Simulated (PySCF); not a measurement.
**SnH2Cl (SMILES [Cl][SnH2]): U-r2SCAN/STO-6G**

What is the vertical ionisation energy of SnH2Cl at U-r2SCAN/STO-6G? Input form: a Python script.

The results are computed with PySCF 2.14.0.

4 further runs of the same task are left out: 4 set aside as unsound or not needed.

## (1) The system as given

SnH2Cl: 4 atoms, total charge 0, spin state doublet. SMILES: `[Cl][SnH2]`. The shape is that of a PBE0-D4/def2-TZVP optimisation.

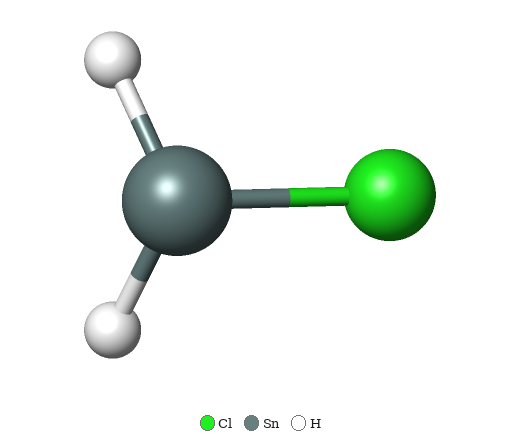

The structure, seen from a chosen angle (chlorine green, tin teal, hydrogen white).

## (2) A single-point energy at U-r2SCAN/STO-6G

input.py

```python
from pyscf import gto, dft

system = gto.Mole()
system.atom = 'Cl -1.882600 0.398400 -0.585000; Sn 0.380000 -0.179600 -0.397100; H 0.412500 -1.500000 0.709600; H 1.145500 1.221000 0.252100'
system.max_memory = 1860
system.basis = 'sto-6g'
system.verbose = 3
system.spin = 1
system.build()

calc0 = dft.UKS(system)
calc0.xc = 'r2scan'
calc0.grids.level = 5
calc0.conv_tol = 1e-10
calc0.kernel()
if not calc0.converged:
    calc0 = calc0.newton().run(calc0.mo_coeff, calc0.mo_occ)

energy = calc0.e_tot
print('E(%s) = %.9f' % ('R2SCAN', energy))
```

Started as:

```sh
OMP_NUM_THREADS=1 python input.py
```

Log:

```text
WARN: HOMO -0.469701478522248 >= LUMO -0.469701478522262

converged SCF energy = -6456.52066597093  <S^2> = 0.75146401  2S+1 = 2.0014635
E(R2SCAN) = -6456.520665971
```

It took 14 s on 1 thread of Arm Neoverse V2, shared host; peak memory 0.3 GiB.

## (3) The singlet cation at the same level

calc.py

```python
from pyscf import gto, dft

mol = gto.M(
    atom=[
    ('Cl', (-1.882600, 0.398400, -0.585000)),
    ('Sn', (0.380000, -0.179600, -0.397100)),
    ('H', (0.412500, -1.500000, 0.709600)),
    ('H', (1.145500, 1.221000, 0.252100)),
],
    max_memory=1860,
    charge=1,
    basis='sto-6g',
    spin=0,
    verbose=3,
)

mf = dft.RKS(mol)
mf.xc = 'r2scan'
mf.conv_tol = 1e-10
mf.grids.level = 5
mf.kernel()
if not mf.converged:
    mf = mf.newton().run(mf.mo_coeff, mf.mo_occ)

energy = mf.e_tot
print('E = %.10f Eh' % energy)
```

Started as:

```sh
OMP_NUM_THREADS=1 python calc.py
```

Log:

```text
converged SCF energy = -6456.27170753067
E = -6456.2717075307 Eh
```

It took 8.4 s on 1 thread of Arm Neoverse V2, shared host; peak memory 0.28 GiB.

## (4) Summary of results

At U-r2SCAN/STO-6G:

| quantity | value |
| --- | --- |
| doublet SnH2Cl: total energy | -6456.52067 Eh |
| doublet SnH2Cl: dipole moment | 3.22 D |
| doublet SnH2Cl: HOMO energy (highest over α and β) | -3.21 eV |
| doublet SnH2Cl: LUMO energy (lowest over α and β) | -0.86 eV |
| doublet SnH2Cl: ⟨S²⟩ | 0.751 |
| singlet cation: total energy | -6456.27171 Eh |
| singlet cation: HOMO energy | -12.09 eV |
| singlet cation: LUMO energy | -10.05 eV |
| singlet cation: HOMO–LUMO gap | 2.04 eV |
| vertical ionisation energy (to the singlet cation) | 6.775 eV |

In words: Removing an electron at fixed nuclei costs 6.77 eV (156 kcal/mol). Only the singlet of the ionised species was computed; a triplet could lie lower. In a minimal basis such a difference can be off by several eV, whatever the method. Relativity is left out (doublet SnH2Cl) although the molecule holds a heavy atom. Relativity is left out (singlet cation) although the molecule holds a heavy atom.
